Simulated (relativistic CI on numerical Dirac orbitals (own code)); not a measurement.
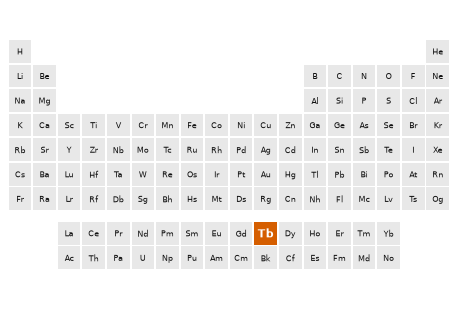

Figure 1. The place of terbium in the periodic table.

# Tb: relativistic CI calculation

Tb. Level asked for: Dirac-Coulomb CI, KLI orbitals optimised for each configuration, model QED (radiative potential, 1s self-energy scaled to tabulated hydrogen-like ionisation energies), numerical settings as typed (relativistic CI on numerical Dirac orbitals, in-house).

### Input file
```
atom Tb  Z=65  charge=0  electrons=65
nucleus A=159  rms_radius_fm=5.0600
hamiltonian dirac-coulomb  breit=off  qed=on  c_scale=1
orbitals kli  potential=per-configuration
slater_scale 1
correlation none
mixing on
grid step=0.0125 r_max=259.4
scf mixing=0.4 start=green max_iterations=20 tolerance=2e-08 node_fill=0.05
configurations
  [Xe] 4f9 6s2
  [Xe] 4f10 6s
  [Xe] 4f11
end
```

Launched within a batch (the task file carries these settings):
```bash
python <driver script> task.json out
```

The program writes its results to a structured record and prints no log; tables and figures of this report are taken from that record.

### Outcome

```
quantity                      value
 outcome              not converged
hardware  1 CPU thread, shared host
```

### What went wrong

The run did not meet its convergence test, so its last values are not results. Limits: SCF of 1s2 2s2 2p6 3s2 3p6 3d10 4s2 4p6 4d10 4f9 5s2 5p6 6s2 did not converge.
